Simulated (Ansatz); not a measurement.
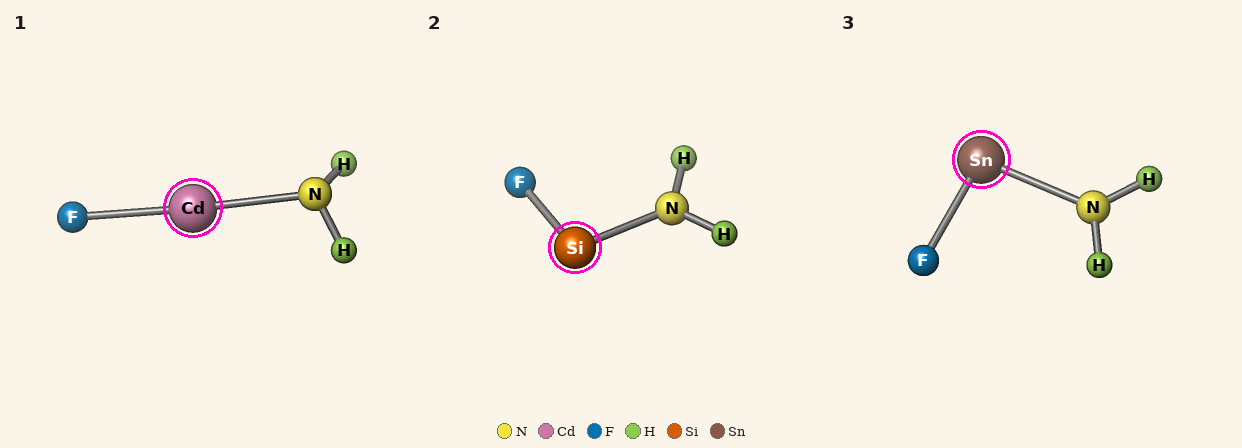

3 molecules with one skeleton, seen from the same side and at one scale; the atom that differs is circled. Each species is neutral and a spin singlet. Computed geometries: PBE0-D4/def2-TZVP optimisations, one conformation each. Properties computed with Ansatz 0.2.0. Elements past Kr carry core potentials.

One atom differs, called X below: Cd in panel 1, Si in panel 2, Sn in panel 3. Their formulas are CdFH2N (`[NH2][Cd][F]`), FH2NSi (`N[Si]F`), FH2NSn (`[NH2][Sn][F]`).

> Rank them by the length of X–N, lowest first (PBE0-D4/def2-TZVP).

2 (Si), 1 (Cd), 3 (Sn).

> Rank them by the HOMO–LUMO gap, lowest first (ωB97M-V/def2-SVP).

3 (Sn), 1 (Cd), 2 (Si).

Give the values. With PBE0-D4/def2-TZVP: length of X–F (Å), length of X–N (Å), angle N–X–F (°). With ωB97M-V/def2-SVP: HOMO energy (Kohn–Sham orbital) (eV), HOMO–LUMO gap (eV). With r2SCAN-D4/def2-TZVPP: dipole moment (D), vertical ionisation energy (eV).

```json
{"quantity": "length of X–F (Å)", "1 (Cd)": "1.935", "2 (Si)": "1.622", "3 (Sn)": "1.951"}
{"quantity": "length of X–N (Å)", "1 (Cd)": "1.998", "2 (Si)": "1.702", "3 (Sn)": "2.003"}
{"quantity": "angle N–X–F (°)", "1 (Cd)": "175.2", "2 (Si)": "98.5", "3 (Sn)": "92.0"}
{"quantity": "HOMO energy (Kohn–Sham orbital) (eV)", "1 (Cd)": "−9.45", "2 (Si)": "−9.13", "3 (Sn)": "−9.59"}
{"quantity": "HOMO–LUMO gap (eV)", "1 (Cd)": "10.06", "2 (Si)": "10.40", "3 (Sn)": "9.78"}
{"quantity": "dipole moment (D)", "1 (Cd)": "2.91", "2 (Si)": "2.47", "3 (Sn)": "2.86"}
{"quantity": "vertical ionisation energy (eV)", "1 (Cd)": "9.70", "2 (Si)": "9.43", "3 (Sn)": "9.67"}
```
